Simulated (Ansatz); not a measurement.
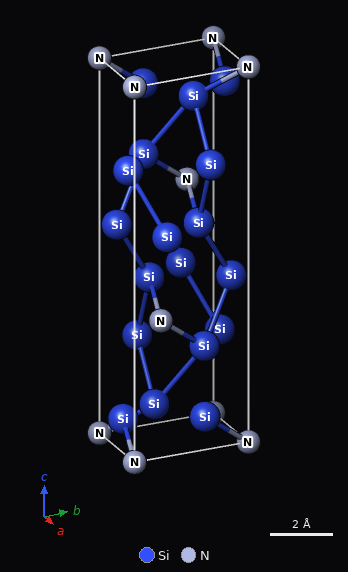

Starting structure of solid Si6N (a generated structure, set up in R-3). A ball-and-stick model of the conventional cell (3 times the calculation's cell), seen slightly off an axis. Lengths and directions refer to the drawn axes.

Theory: DFT PBE, scalar-relativistic, plane waves, PAW in Ansatz.

The input:
```yaml
crystal:
  lattice:
    - [2.5150317003, 1.4520542292, 4.1135740739]
    - [-2.5150317003, 1.4520542292, 4.1135740739]
    - [0.0, -2.9041084584, 4.1135740739]
  atoms:
    - { symbol: Si, position: [0.9257245101, 0.5346765287, 0.2793667261] }
    - { symbol: Si, position: [0.0742754899, 0.4653234713, 0.7206332739] }
    - { symbol: Si, position: [0.2793667261, 0.9257245101, 0.5346765287] }
    - { symbol: Si, position: [0.5346765287, 0.2793667261, 0.9257245101] }
    - { symbol: Si, position: [0.7206332739, 0.0742754899, 0.4653234713] }
    - { symbol: Si, position: [0.4653234713, 0.7206332739, 0.0742754899] }
    - { symbol: "N", position: [0.0, 0.0, 0.0] }
basis:
  ecutwfc: 420
kpoints:
  mp_grid: { grid: [12, 12, 12] }
hamiltonian:
  xc: pbe
scf:
  occupations: { method: gaussian, width: 0.1 }
output:
  forces: true
  stress: true
  eigenvalues: true
  write_density: true
  write_potential: true
  elf: true
  volumetric_format: npy
relax:
  adjacent_minimum: "off"
  f_tol: 0.01
  max_steps: 80
  cell: { stress_tol: 0.05 }
```

Launched with:
```bash
ansatz run input.yaml --threads 1 --pin off --max-ram 2560MiB --backend cpu --events-out ev --progress --plain --runs-dir out
```

### Where does the relaxation end?

Over 3 accepted moves (4 points after the start) the energy falls by 2.8 meV per cell of the calculation. The largest force component goes from 0.034 to 0.0009 eV/Å. The pressure goes from 0.05 to 0.02 GPa. At 1 point the geometry stayed and the basis and grid were re-selected for the new cell (energy shift of less than 0.05 meV per cell of the calculation at most each time). The largest moves relative to the cell, 0.009 Å, are those of Si1, Si2, Si3, Si4, Si5 and Si6. Si6 goes in a general direction near [2 3 0]. N stays in place. The drawn cell changes at constant volume: a = b 5.030 → 5.013 Å (−0.3 %), c 12.341 → 12.417 Å (+0.6 %). Near-neighbour distances that change, for instance: Si1–Si5 2.564 → 2.569 Å. The space group stays R-3 (No. 148).

The structure at the end:

```xyz
7
Lattice="2.5067 1.4472 4.1389 -2.5067 1.4472 4.1389 0.0000 -2.8945 4.1389" Properties=species:S:1:pos:R:3 pbc="T T T"
Si    0.9738    1.2993    7.2037
Si   -0.9738   -1.2993    5.2130
Si   -1.6121    0.1937    7.2037
Si    0.6383   -1.4930    7.2037
Si    1.6121   -0.1937    5.2130
Si   -0.6383    1.4930    5.2130
N     0.0000    0.0000    0.0000
```
